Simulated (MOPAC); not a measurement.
# Geometry relaxation, with input and output: BSiNH2ClF (charge +1) (part 1 of 3)

BSiNH2ClF, charge +1, multiplicity 2, computed with PM6-D3, unrestricted, dispersion D3 (MOPAC 23.2.5).

The starting geometry was optimised with PM6-D3.

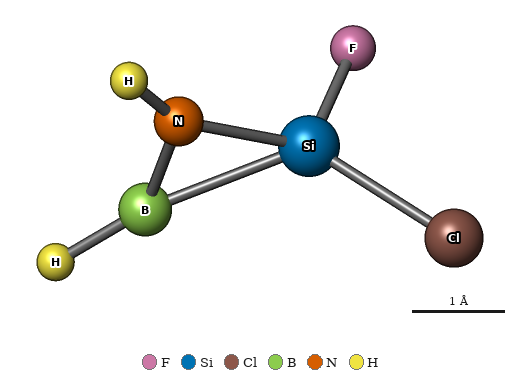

The starting structure (ball-and-stick view, seen at a tilt). Bond lengths as drawn: B–H 1.18 Å, B–N 1.45 Å, B–Si 1.92 Å, Cl–Si 1.98 Å, F–Si 1.57 Å, H–N 1.00 Å and N–Si 1.70 Å.

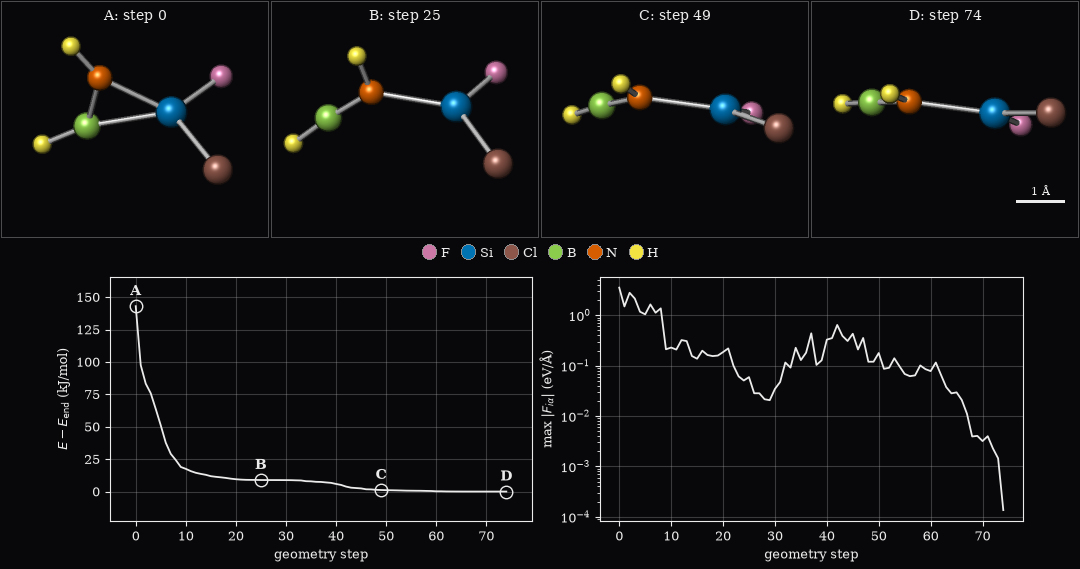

Frames of the relaxation (ball-and-stick view, seen at a tilt) above the curves, on which the letters mark them (steps are counted from 0).

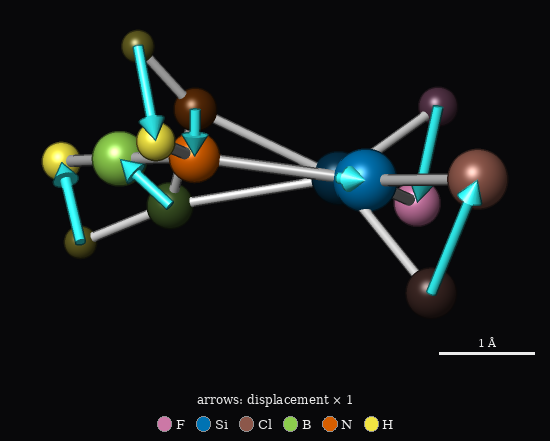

Start (faint) and end (solid) with the displacements as teal arrows, at true length (ball-and-stick view, seen at a tilt). The two geometries are laid on each other by the best rigid fit. The energy falls by 143.0 kJ/mol in 74 geometry steps. The largest force component goes from 3.5 to 0.00014 eV/Å. The largest move after the best rigid fit is that of Cl3, 1.41 Å. Largest moves by element: Cl 1.41 Å, H 1.08 Å, F 1.08 Å, B 0.75 Å, N 0.52 Å, Si 0.38 Å. Distances before and after: Si2–B4 1.923 → 2.834 Å, B4–N5 1.454 → 1.336 Å, Si2–N5 1.704 → 1.817 Å, Si2–Cl3 1.983 → 1.924 Å. Bonds break: Si2–B4 (1.92 → 2.83 Å). Among the angles that change: Si2–N5–B4 74.6° → 127.3°, Si2–N5–H7 154.0° → 112.5°, N5–B4–H6 136.3° → 175.5°. (Atoms are counted from 1 in the order of the input.)

The input and output of the run follow.

Input (bclfh2nsi.mop)
```
DOUBLET UHF CYCLES=300 CHARGE=1 GNORM=0.05 DISP PM6-D3 AUX(PRECISION=6) THREADS=1
BClFH2NSi optimise

F     -0.494723 1    -2.135794 1    -0.169957 1
Si     0.166816 1    -0.804660 1     0.327735 1
Cl     1.387010 1    -1.233291 1     1.830767 1
B     -0.776398 1     0.854524 1     0.089182 1
N      0.357971 1     0.501376 1    -0.749662 1
H     -1.524360 1     1.760930 1     0.171840 1
H      0.786286 1     0.978746 1    -1.520938 1
```

Launch command:
```bash
mopac bclfh2nsi.mop
```

What the program printed
```
MOPAC v23.2.5
PM6-D3 CALCULATION RESULTS

 *  PM6-D3     - CORRECT DISPERSION USING D3 METHOD
 *  DOUBLET    - SPIN STATE DEFINED AS A DOUBLET
 *  UHF        - UNRESTRICTED HARTREE-FOCK CALCULATION
 *
 *
 *
 *                 CHARGE ON SYSTEM = +1
 *
 *
 *
 *  THREADS=1  - MULTI-THREADING NOT USED
 *  CYCLES=    - DO A MAXIMUM OF 300 STEPS
 *  GNORM      - EXIT WHEN GRADIENT NORM DROPS BELOW 0.050
 *  AUX        - OUTPUT AUXILIARY INFORMATION
 *  DISP       - PRINT DISPERSION AND HYDROGEN BOND ENERGIES
DOUBLET UHF CYCLES=300 CHARGE=1 GNORM=0.05 DISP PM6-D3 AUX(PRECISION=6) THREADS=1
 BClFH2NSi optimise

   ATOM   CHEMICAL          X               Y               Z
  NUMBER   SYMBOL      (ANGSTROMS)     (ANGSTROMS)     (ANGSTROMS)

     1       F         -0.49472300  *  -2.13579400  *  -0.16995700  *
     2      Si          0.16681600  *  -0.80466000  *   0.32773500  *
     3      Cl          1.38701000  *  -1.23329100  *   1.83076700  *
     4       B         -0.77639800  *   0.85452400  *   0.08918200  *
     5       N          0.35797100  *   0.50137600  *  -0.74966200  *
     6       H         -1.52436000  *   1.76093000  *   0.17184000  *
     7       H          0.78628600  *   0.97874600  *  -1.52093800  *

          CARTESIAN COORDINATES

    NO.       ATOM           X           Y           Z

     1         F         -0.4947     -2.1358     -0.1700
     2        Si          0.1668     -0.8047      0.3277
     3        Cl          1.3870     -1.2333      1.8308
     4         B         -0.7764      0.8545      0.0892
     5         N          0.3580      0.5014     -0.7497
     6         H         -1.5244      1.7609      0.1718
     7         H          0.7863      0.9787     -1.5209

           Empirical Formula: H2 N F Si Cl B  =     7 atoms

      MOLECULAR POINT GROUP   :   C1

 DOUBLET STATE CALCULATION

          UHF CALCULATION, NO. OF ALPHA ELECTRONS =   14
                           NO. OF BETA  ELECTRONS =   13

          Geometry optimization using EF

          DIAGONAL MATRIX USED AS START HESSIAN

 CYCLE:     1 TIME:   0.008 TIME LEFT:  2.00D  GRAD.:   146.784 HEAT:  95.36343
 CYCLE:     2 TIME:   0.008 TIME LEFT:  2.00D  GRAD.:    83.759 HEAT:  84.49388
 CYCLE:     3 TIME:   0.000 TIME LEFT:  2.00D  GRAD.:   123.230 HEAT:  81.07338
 CYCLE:     4 TIME:   0.016 TIME LEFT:  2.00D  GRAD.:   113.448 HEAT:  79.30250
 CYCLE:     5 TIME:   0.000 TIME LEFT:  2.00D  GRAD.:    59.945 HEAT:  76.40636
 CYCLE:     6 TIME:   0.008 TIME LEFT:  2.00D  GRAD.:    52.424 HEAT:  73.38483
 CYCLE:     7 TIME:   0.008 TIME LEFT:  2.00D  GRAD.:    83.780 HEAT:  70.18706
 CYCLE:     8 TIME:   0.000 TIME LEFT:  2.00D  GRAD.:    54.473 HEAT:  68.12441
 CYCLE:     9 TIME:   0.008 TIME LEFT:  2.00D  GRAD.:    53.768 HEAT:  66.99142
 CYCLE:    10 TIME:   0.000 TIME LEFT:  2.00D  GRAD.:    12.759 HEAT:  65.71687
 CYCLE:    11 TIME:   0.008 TIME LEFT:  2.00D  GRAD.:    10.679 HEAT:  65.36799
 CYCLE:    12 TIME:   0.008 TIME LEFT:  2.00D  GRAD.:    10.209 HEAT:  64.94890
 CYCLE:    13 TIME:   0.000 TIME LEFT:  2.00D  GRAD.:    14.855 HEAT:  64.63883
 CYCLE:    14 TIME:   0.008 TIME LEFT:  2.00D  GRAD.:    12.353 HEAT:  64.43831
 CYCLE:    15 TIME:   0.000 TIME LEFT:  2.00D  GRAD.:     8.492 HEAT:  64.26808
 CYCLE:    16 TIME:   0.000 TIME LEFT:  2.00D  GRAD.:     6.971 HEAT:  64.01604
 CYCLE:    17 TIME:   0.008 TIME LEFT:  2.00D  GRAD.:     8.013 HEAT:  63.89869
 CYCLE:    18 TIME:   0.000 TIME LEFT:  2.00D  GRAD.:     7.423 HEAT:  63.80351
 CYCLE:    19 TIME:   0.008 TIME LEFT:  2.00D  GRAD.:     7.957 HEAT:  63.69479
 CYCLE:    20 TIME:   0.008 TIME LEFT:  2.00D  GRAD.:     8.806 HEAT:  63.55870
 CYCLE:    21 TIME:   0.000 TIME LEFT:  2.00D  GRAD.:     9.003 HEAT:  63.45368
 CYCLE:    22 TIME:   0.008 TIME LEFT:  2.00D  GRAD.:     8.217 HEAT:  63.38448
 CYCLE:    23 TIME:   0.000 TIME LEFT:  2.00D  GRAD.:     3.950 HEAT:  63.34498
 CYCLE:    24 TIME:   0.008 TIME LEFT:  2.00D  GRAD.:     2.681 HEAT:  63.33123
 CYCLE:    25 TIME:   0.000 TIME LEFT:  2.00D  GRAD.:     2.274 HEAT:  63.32521
 CYCLE:    26 TIME:   0.008 TIME LEFT:  2.00D  GRAD.:     2.476 HEAT:  63.30731
 CYCLE:    27 TIME:   0.000 TIME LEFT:  2.00D  GRAD.:     1.427 HEAT:  63.30346
 CYCLE:    28 TIME:   0.000 TIME LEFT:  2.00D  GRAD.:     1.533 HEAT:  63.30167
 CYCLE:    29 TIME:   0.008 TIME LEFT:  2.00D  GRAD.:     1.021 HEAT:  63.29954
 CYCLE:    30 TIME:   0.008 TIME LEFT:  2.00D  GRAD.:     0.934 HEAT:  63.29683
 CYCLE:    31 TIME:   0.000 TIME LEFT:  2.00D  GRAD.:     1.849 HEAT:  63.28996
 CYCLE:    32 TIME:   0.008 TIME LEFT:  2.00D  GRAD.:     2.557 HEAT:  63.28191
 CYCLE:    33 TIME:   0.000 TIME LEFT:  2.00D  GRAD.:     5.603 HEAT:  63.25414
 CYCLE:    34 TIME:   0.008 TIME LEFT:  2.00D  GRAD.:     4.583 HEAT:  63.23044
 CYCLE:    35 TIME:   0.008 TIME LEFT:  2.00D  GRAD.:     9.843 HEAT:  63.09455
 CYCLE:    36 TIME:   0.000 TIME LEFT:  2.00D  GRAD.:     5.844 HEAT:  63.06668
 CYCLE:    37 TIME:   0.008 TIME LEFT:  2.00D  GRAD.:     7.715 HEAT:  62.97912
 CYCLE:    38 TIME:   0.000 TIME LEFT:  2.00D  GRAD.:    14.922 HEAT:  62.95478
 CYCLE:    39 TIME:   0.008 TIME LEFT:  2.00D  GRAD.:     4.836 HEAT:  62.86491
 CYCLE:    40 TIME:   0.000 TIME LEFT:  2.00D  GRAD.:     5.094 HEAT:  62.78676
 CYCLE:    41 TIME:   0.008 TIME LEFT:  2.00D  GRAD.:    12.680 HEAT:  62.58517
 CYCLE:    42 TIME:   0.000 TIME LEFT:  2.00D  GRAD.:    14.161 HEAT:  62.40463
 CYCLE:    43 TIME:   0.008 TIME LEFT:  2.00D  GRAD.:    25.750 HEAT:  62.09893
 CYCLE:    44 TIME:   0.008 TIME LEFT:  2.00D  GRAD.:    17.601 HEAT:  61.89738
 CYCLE:    45 TIME:   0.008 TIME LEFT:  2.00D  GRAD.:    11.448 HEAT:  61.82814
 CYCLE:    46 TIME:   0.008 TIME LEFT:  2.00D  GRAD.:    16.466 HEAT:  61.76690
 CYCLE:    47 TIME:   0.000 TIME LEFT:  2.00D  GRAD.:     8.469 HEAT:  61.60134
 CYCLE:    48 TIME:   0.008 TIME LEFT:  2.00D  GRAD.:    12.945 HEAT:  61.57891
 CYCLE:    49 TIME:   0.000 TIME LEFT:  2.00D  GRAD.:     5.453 HEAT:  61.50093
 CYCLE:    50 TIME:   0.008 TIME LEFT:  2.00D  GRAD.:     4.979 HEAT:  61.46604
 CYCLE:    51 TIME:   0.000 TIME LEFT:  2.00D  GRAD.:     5.889 HEAT:  61.44072
 CYCLE:    52 TIME:   0.008 TIME LEFT:  2.00D  GRAD.:     3.913 HEAT:  61.42270
 CYCLE:    53 TIME:   0.000 TIME LEFT:  2.00D  GRAD.:     3.658 HEAT:  61.40384
 CYCLE:    54 TIME:   0.008 TIME LEFT:  2.00D  GRAD.:     5.214 HEAT:  61.38038
 CYCLE:    55 TIME:   0.000 TIME LEFT:  2.00D  GRAD.:     4.609 HEAT:  61.35305
 CYCLE:    56 TIME:   0.008 TIME LEFT:  2.00D  GRAD.:     3.197 HEAT:  61.34184
 CYCLE:    57 TIME:   0.000 TIME LEFT:  2.00D  GRAD.:     2.618 HEAT:  61.33097
 CYCLE:    58 TIME:   0.008 TIME LEFT:  2.00D  GRAD.:     3.010 HEAT:  61.32371
 CYCLE:    59 TIME:   0.000 TIME LEFT:  2.00D  GRAD.:     5.191 HEAT:  61.30167
 CYCLE:    60 TIME:   0.008 TIME LEFT:  2.00D  GRAD.:     4.481 HEAT:  61.28465
 CYCLE:    61 TIME:   0.000 TIME LEFT:  2.00D  GRAD.:     3.632 HEAT:  61.23126
 CYCLE:    62 TIME:   0.008 TIME LEFT:  2.00D  GRAD.:     6.195 HEAT:  61.22805
 CYCLE:    63 TIME:   0.000 TIME LEFT:  2.00D  GRAD.:     3.052 HEAT:  61.20334
 CYCLE:    64 TIME:   0.000 TIME LEFT:  2.00D  GRAD.:     2.021 HEAT:  61.19632
 CYCLE:    65 TIME:   0.008 TIME LEFT:  2.00D  GRAD.:     1.529 HEAT:  61.19053
 CYCLE:    66 TIME:   0.000 TIME LEFT:  2.00D  GRAD.:     1.361 HEAT:  61.18530
 CYCLE:    67 TIME:   0.008 TIME LEFT:  2.00D  GRAD.:     0.805 HEAT:  61.18322
 CYCLE:    68 TIME:   0.008 TIME LEFT:  2.00D  GRAD.:     0.625 HEAT:  61.18263
 CYCLE:    69 TIME:   0.000 TIME LEFT:  2.00D  GRAD.:     0.197 HEAT:  61.18222
 CYCLE:    70 TIME:   0.008 TIME LEFT:  2.00D  GRAD.:     0.182 HEAT:  61.18206
 CYCLE:    71 TIME:   0.000 TIME LEFT:  2.00D  GRAD.:     0.158 HEAT:  61.18202
 CYCLE:    72 TIME:   0.008 TIME LEFT:  2.00D  GRAD.:     0.123 HEAT:  61.18197
 CYCLE:    73 TIME:   0.000 TIME LEFT:  2.00D  GRAD.:     0.069 HEAT:  61.18196
 CYCLE:    74 TIME:   0.000 TIME LEFT:  2.00D  GRAD.:     0.051 HEAT:  61.18196
 CYCLE:    75 TIME:   0.008 TIME LEFT:  2.00D  GRAD.:     0.008 HEAT:  61.18195

     GRADIENT =  0.00801 IS LESS THAN CUTOFF =  0.05000

 -------------------------------------------------------------------------------
 DOUBLET UHF CYCLES=300 CHARGE=1 GNORM=0.05 DISP PM6-D3 AUX(PRECISION=6) THREADS=1
 BClFH2NSi optimise

     GEOMETRY OPTIMISED USING EIGENVECTOR FOLLOWING (EF).
     SCF FIELD WAS ACHIEVED

                              PM6-D3 CALCULATION

          FINAL HEAT OF FORMATION =         61.18195 KCAL/MOL =     255.98530 KJ/MOL

          TOTAL ENERGY            =     -24348.09209 KCAL/MOL = ELECTRONIC ENERGY + CORE-CORE REPULSION
          ENERGY OF ATOMS         =      24410.90771 KCAL/MOL
                              SUM =         62.81562 KCAL/MOL
          DISPERSION ENERGY       =         -1.11359 KCAL/MOL
          H-BOND ENERGY           =         -0.02007 KCAL/MOL
          MM CORRECTION FOR >N-   =         -0.50000 KCAL/MOL
                              SUM =         61.18195 KCAL/MOL = FINAL HEAT OF FORMATION

          TOTAL ENERGY            =      -1055.83320 EV
          ELECTRONIC ENERGY       =      -2583.75261 EV
          CORE-CORE REPULSION     =       1527.91940 EV
          COSMO AREA              =        128.68 SQUARE ANGSTROMS
          COSMO VOLUME            =        118.49 CUBIC ANGSTROMS

          GRADIENT NORM           =          0.00801          =       0.00303 PER ATOM
          IONIZATION POTENTIAL    =         11.774106 EV
          ALPHA SOMO LUMO (EV)    =        -11.774 -5.177
          BETA  SOMO LUMO (EV)    =        -15.909 -6.171
          NO. OF ALPHA ELECTRONS  =         14
          NO. OF BETA  ELECTRONS  =         13
          MOLECULAR WEIGHT        =        109.3694         POINT GROUP:  Cs

          MOLECULAR DIMENSIONS (Angstroms)

            Atom       Atom       Distance
            H     6   Cl     3     5.70014
            H     7    F     1     3.59972
           Si     2    F     1     0.00040

          SCF CALCULATIONS        =         80

          WALL-CLOCK TIME         =      0.344 SECONDS
          COMPUTATION TIME        =      0.335 SECONDS

   ATOM   CHEMICAL          X               Y               Z
  NUMBER   SYMBOL      (ANGSTROMS)     (ANGSTROMS)     (ANGSTROMS)

     1       F         -0.79837312  *  -1.88090909  *   0.04974881  *
     2      Si          0.34508959  *  -0.95361186  *   0.51366362  *
     3      Cl          1.80199861  *  -1.63517479  *   1.57031889  *
     4       B         -0.96788343  *   1.17542040  *  -0.81863026  *
     5       N          0.05930073  *   0.73791876  *  -0.08415845  *
     6       H         -1.89633836  *   1.47080044  *  -1.45736031  *
     7       H          0.81479162  *   1.39935043  *   0.20972993  *

                             CARTESIAN COORDINATES

   1    F       -0.798373121    -1.880909089     0.049748806
   2   Si        0.345089595    -0.953611859     0.513663621
   3   Cl        1.801998613    -1.635174794     1.570318895
   4    B       -0.967883431     1.175420401    -0.818630264
   5    N        0.059300726     0.737918764    -0.084158454
   6    H       -1.896338363     1.470800439    -1.457360313
   7    H        0.814791620     1.399350433     0.209729932

           Empirical Formula: H2 N F Si Cl B  =     7 atoms

      MOLECULAR POINT GROUP   :   Cs

          ALPHA EIGENVALUES
 -45.25551 -36.15355 -29.92362 -23.70720 -22.27493 -20.49776 -19.91828 -19.91120
 -19.52975 -18.39923 -17.55558 -16.08741 -16.00449 -11.77411  -5.17739  -4.71172
  -4.30218  -3.81255  -3.70132  -3.29903  -3.08301  -2.92993  -2.18116  -1.72031
  -0.44035   0.10661   0.73336  81.77979  81.88004  81.90607  82.21022  82.21045

           BETA EIGENVALUES
 -45.17457 -36.03481 -29.28617 -23.63717 -22.25583 -20.40836 -19.95030 -19.93338
 -19.43475 -17.97646 -17.43946 -16.00043 -15.90926  -6.17077  -5.05205  -4.55775
  -4.03886  -3.36592  -3.31996  -2.94773  -2.81158  -2.68048  -2.14037  -1.52023
  -0.22389   0.28121   0.81162  82.01246  82.05258  82.08476  82.22802  82.22967

              NET ATOMIC CHARGES AND DIPOLE CONTRIBUTIONS

  ATOM NO.   TYPE          CHARGE      No. of ELECS.   s-Pop       p-Pop       d-Pop
    1          F          -0.262967        7.2630     1.92439     5.33858
    2         Si           0.646659        3.3533     1.27447     0.95729     1.12158
    3         Cl           0.061513        6.9385     1.99101     4.94542     0.00206
    4          B           0.669222        2.3308     1.10566     1.22512
    5          N          -0.569823        5.5698     1.52894     4.04088
    6          H           0.125353        0.8746     0.87465
    7          H           0.330042        0.6700     0.66996
 DIPOLE           X         Y         Z       TOTAL
 POINT-CHG.    -2.605     7.946    -3.574     9.094
 HYBRID        -0.008     0.435    -0.114     0.450
 SUM           -2.614     8.381    -3.688     9.522

          ATOMIC ORBITAL ELECTRON POPULATIONS

     Atom    s        px        py        pz      x^2-y^2     xz        z^2       yz        xy
    1  F   1.92439   1.73970   1.77471   1.82417
    2 Si   1.27447   0.31434   0.35668   0.28627   0.21686   0.30388   0.19741   0.17296   0.23048
    3 Cl   1.99101   1.54315   1.74801   1.65426   0.00040   0.00075   0.00019   0.00029   0.00044
    4  B   1.10566   0.58492   0.18661   0.45359
    5  N   1.52894   1.28026   1.30439   1.45622
    6  H   0.87465
    7  H   0.66996

                    (SZ)    =    0.500000
                    (S**2)  =    0.752198

          ATOMIC ORBITAL SPIN POPULATIONS

    Atom   Total    s     px     py     pz   x^2-y^2  xz     z^2    yz     xy
         Atomic
    1  F  0.0310  0.001  0.023  0.006  0.001
    2 Si  0.7295  0.434 -0.000 -0.001  0.006  0.000  0.193  0.066  0.030  0.001
    3 Cl  0.1414  0.001  0.087  0.012  0.042  0.000  0.000  0.000  0.000  0.000
    4  B  0.0255  0.010  0.013  0.004 -0.002
    5  N  0.0651  0.038  0.004  0.019  0.005
    6  H  0.0078  0.008
    7  H -0.0002 -0.000

 *                    *
 * JOB ENDED NORMALLY *
 *                    *

 TOTAL JOB TIME:             0.34 SECONDS

 == MOPAC DONE ==
```

Trajectory as extended XYZ (Å, eV, eV/Å), 75 frames, from step=0 to step=74
```
7
Properties=species:S:1:pos:R:3:forces:R:3 step=0 energy=4.13535
F    -0.4947   -2.1358   -0.1700    0.0588   0.5544   0.1280
Si    0.1668   -0.8047    0.3277    2.3979  -3.5471   0.7509
Cl    1.3870   -1.2333    1.8308   -0.7527   0.3869  -0.7485
B    -0.7764    0.8545    0.0892    0.0863   2.9643  -2.1349
N     0.3580    0.5014   -0.7497   -1.6345  -0.1939   1.8228
H    -1.5244    1.7609    0.1718   -0.3627  -0.2260   0.5299
H     0.7863    0.9787   -1.5209    0.2069   0.0615  -0.3482
7
Properties=species:S:1:pos:R:3:forces:R:3 step=1 energy=3.66400
F    -0.4930   -2.1153   -0.1677   -0.4530  -0.6960  -0.2602
Si    0.2069   -0.8992    0.3622    0.3913   0.1757  -1.0080
Cl    1.3735   -1.2132    1.7925    0.8183  -0.2621   1.1890
B    -0.7790    0.9417   -0.0027   -0.1087   0.7962  -0.2012
N     0.3247    0.5034   -0.6627    1.0132   0.0658  -1.5005
H    -1.5324    1.7546    0.1986   -1.2548   0.8353   0.5337
H     0.7884    0.9832   -1.5355   -0.4063  -0.9149   1.2471
7
Properties=species:S:1:pos:R:3:forces:R:3 step=2 energy=3.51567
F    -0.5072   -2.1313   -0.1658   -0.5501  -0.8954  -0.3154
Si    0.2300   -0.9498    0.3131    1.1604   1.4172  -0.2164
Cl    1.3896   -1.2085    1.8422   -0.1664  -0.0679  -0.1172
B    -0.7941    1.0247   -0.0256    1.5514  -0.3649  -1.1006
N     0.3086    0.5140   -0.7140   -2.1409  -1.3264   2.8023
H    -1.5661    1.7812    0.3015   -1.0330   0.6312   0.5177
H     0.7753    0.9535   -1.4157    1.1786   0.6061  -1.5705
7
Properties=species:S:1:pos:R:3:forces:R:3 step=3 energy=3.43888
F    -0.5271   -2.1631   -0.1704   -0.0700  -0.0788  -0.0963
Si    0.2462   -0.9194    0.2703    1.1822  -2.1259   2.1531
Cl    1.4018   -1.2101    1.8657   -0.7145   0.1293  -0.9638
B    -0.7818    1.0419   -0.0627   -1.8680   1.8849   1.0038
N     0.2851    0.4889   -0.6641    0.6431   0.8680  -1.4049
H    -1.5963    1.8133    0.3527    0.3148  -0.5918  -0.2374
H     0.7809    0.9458   -1.4256    0.5124  -0.0857  -0.4546
7
Properties=species:S:1:pos:R:3:forces:R:3 step=4 energy=3.31329
F    -0.5364   -2.1888   -0.2076    0.6159   0.8827   0.4792
Si    0.2736   -0.9304    0.3421   -0.6232  -1.0903  -1.1789
Cl    1.3923   -1.2046    1.8489    0.3726  -0.1893   0.5739
B    -0.7907    1.0828   -0.0509    0.3029   0.4644  -0.4426
N     0.2792    0.4878   -0.6904   -0.5379   0.7352   0.2145
H    -1.6095    1.8201    0.3551    0.0058  -0.2355   0.0023
H     0.7978    0.9461   -1.4866   -0.1361  -0.5671   0.3516
7
Properties=species:S:1:pos:R:3:forces:R:3 step=5 energy=3.18227
F    -0.5291   -2.1757   -0.1816   -0.1424  -0.2628  -0.0977
Si    0.2828   -0.9889    0.2871    0.8694   0.2221   0.2317
Cl    1.3963   -1.2037    1.8773   -0.2883  -0.0441  -0.4123
B    -0.7980    1.1341   -0.0644    0.9284   0.2869  -0.9472
N     0.2598    0.5157   -0.6863   -1.0465   0.1739   0.8538
H    -1.6205    1.8160    0.3835   -0.2779  -0.0460   0.1930
H     0.8008    0.9254   -1.4766   -0.0427  -0.3299   0.1788
```
